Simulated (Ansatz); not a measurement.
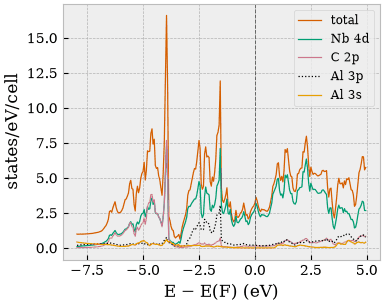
Fig. 1. Total and projected density of states of Nb$_{2}$AlC in space group P6_3/mmc (No. 194; Al on 2d, Nb on 4f, C on 2a), plane-wave PAW r²SCAN (Ansatz code)

Problem. Which orbitals carry the states next to the Fermi level?

Solution. Within 0.5 eV of the Fermi level: Nb 4d 85 %, Al 3p 7 %. Projections are on Löwdin-orthogonalised atomic valence shells; empty p or d shells of many metals are not among them.

Problem. Where is the tallest occupied peak in this window, and what makes it?

Solution. Near -3.9 eV, about 17 states/eV per cell; the largest projected share is C 2p.

The workflow started from a Materials Project entry (that database holds measured and hypothetical structures alike); the Crystallography Open Database copy checked does not list it. Whether it is the stable phase at ambient conditions was not checked. Symmetry was held in the r²SCAN relaxation; its stability against distortions is not shown here. The run is not spin-polarised. Scalar-relativistic: spin–orbit coupling is off unless named, which matters more the heavier the elements.

Potentials: the later of the program's two PAW sets.
